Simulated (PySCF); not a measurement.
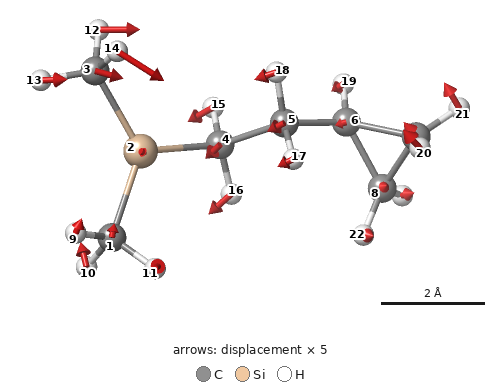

A relaxation of C7H15Si (charge +1). The starting structure is drawn; red arrows show the displacements, 5 times their true length. The two geometries are superimposed by the best rigid fit.

The picture is a ball-and-stick view, seen at a tilt.

The start comes from GFN2-xTB.

Level of theory: PySCF, PBE0-D3(BJ)/def2-SVP geometry optimisation, gas phase. 

Atoms of which element are displaced furthest, and by how much?

Answer. Hydrogen: up to 0.22 Å, against 0.12 Å for carbon.

What happened in the run?

Answer. An H atom moves most after the best rigid fit: 0.22 Å. Largest moves by element: H 0.22 Å, C 0.12 Å, Si 0.03 Å. Some distances before and after: C–Si 1.884 → 1.833 Å, C–H 1.090 → 1.108 Å, C–H 1.079 → 1.094 Å, C–C 1.550 → 1.556 Å. Bond angles that change, for instance: Si–C–H 110.9° → 107.2°, Si–C–C 112.6° → 109.5°, Si–C–H 111.1° → 108.0°. The energy falls by 3.59 kcal/mol in 6 geometry steps. The largest force component goes from 1 to 0.016 eV/Å.
